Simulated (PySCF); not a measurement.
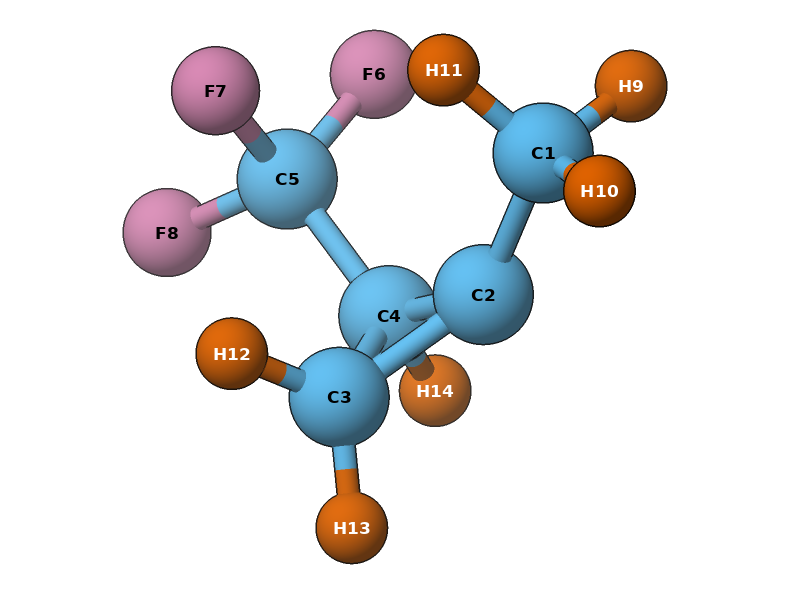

The species is neutral and a spin doublet. The geometry was computed by an optimisation with GFN2-xTB. No frequency run is at hand to confirm it as a minimum. Computed with UKS B3LYP, pcH-1 on C F H, non-relativistic (PySCF 2.14.0). Fermi-contact and spin-dipolar terms alone, no spin-orbit part.

### Which nucleus has the largest dipolar (anisotropic) hyperfine coupling?

13C at C2: principal values −77.1, −72.4, 149.5 MHz.

List the isotropic and dipolar parts for the most strongly coupled nuclei, one of each equivalent set.

| atom | isotope | a_iso (MHz) | dipolar part (MHz) |
| --- | --- | --- | --- |
| C2 | 13C | 263.2 | −77.1, −72.4, 149.5 |
| F8 | 19F | 23.0 | −13.8, −13.6, 27.4 |
| H10 | 1H | 39.8 | −5.6, −5.1, 10.7 |
| H13 | 1H | 83.7 | −6.3, −3.9, 10.1 |
| H9 | 1H | 16.9 | −5.5, −4.6, 10.1 |
| H14 | 1H | 73.5 | −6.1, −3.5, 9.6 |
| F7 | 19F | 10.5 | −6.0, −1.7, 7.7 |
| H11 | 1H | 143.9 | −5.0, −2.0, 7.0 |
